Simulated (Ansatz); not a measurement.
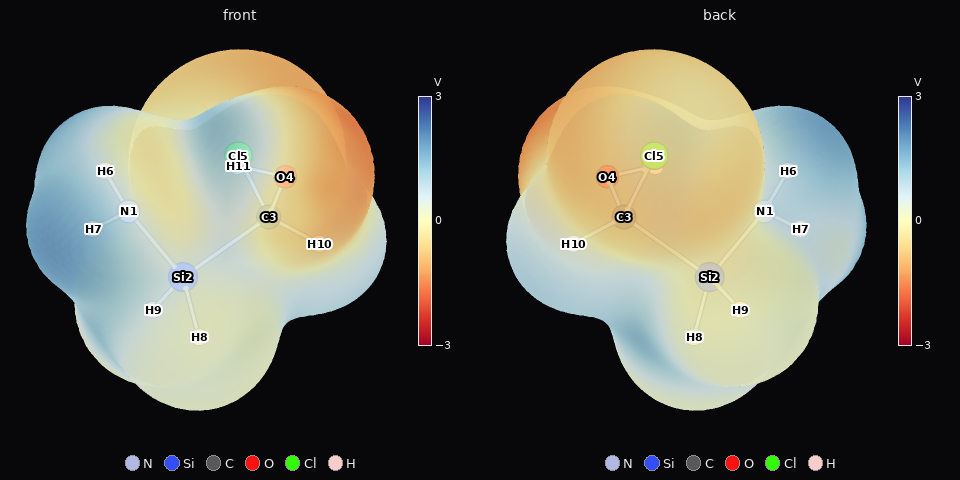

Figure 1: CH6ClNOSi (SMILES N[SiH2]C(O)Cl). The molecular electrostatic potential painted on the density surface at 0.002 e/bohr³, seen from the front and from behind; the colour scale runs from red (negative) to blue (positive).

Computed with RKS PBE0/def2-SVP in Ansatz.

Input

```
crystal:
  periodic: [false, false, false]
  atoms:
    - { symbol: "N", position_ang: [-1.5116, -0.0211, -0.7677] }
    - { symbol: Si, position_ang: [0.1443, 0.085, -0.8708] }
    - { symbol: C, position_ang: [0.9522, 0.0788, 0.8022] }
    - { symbol: O, position_ang: [0.5409, -0.8211, 1.7872] }
    - { symbol: Cl, position_ang: [0.842, 1.6995, 1.513] }
    - { symbol: H, position_ang: [-1.9379, 0.0678, -1.7251] }
    - { symbol: H, position_ang: [-1.8069, -0.8773, -0.3942] }
    - { symbol: H, position_ang: [0.5451, -1.1009, -1.6575] }
    - { symbol: H, position_ang: [0.4926, 1.2913, -1.6461] }
    - { symbol: H, position_ang: [2.0542, -0.13, 0.722] }
    - { symbol: H, position_ang: [-0.2496, -0.3289, 2.2577] }
basis:
  gaussian: { orbitals: def2-SVP }
hamiltonian:
  xc: pbe0
relax:
  f_tol: 0.015
  max_steps: 40
output:
  orbitals: {}
```

Run with:

```sh
ansatz run input.yaml --threads 2 --pin off --max-ram 3072MiB --backend cpu --events-out ev --progress --plain --runs-dir out
```

The fields are those of the relaxed geometry.

Where is the surface potential most negative and most positive?

The most negative region (about −1.5 V, or −35 kcal/mol for a unit charge) lies over O4, the most positive (about +2.0 V, or +46 kcal/mol for a unit charge) over H7. O4 is the likeliest acceptor of a hydrogen bond.
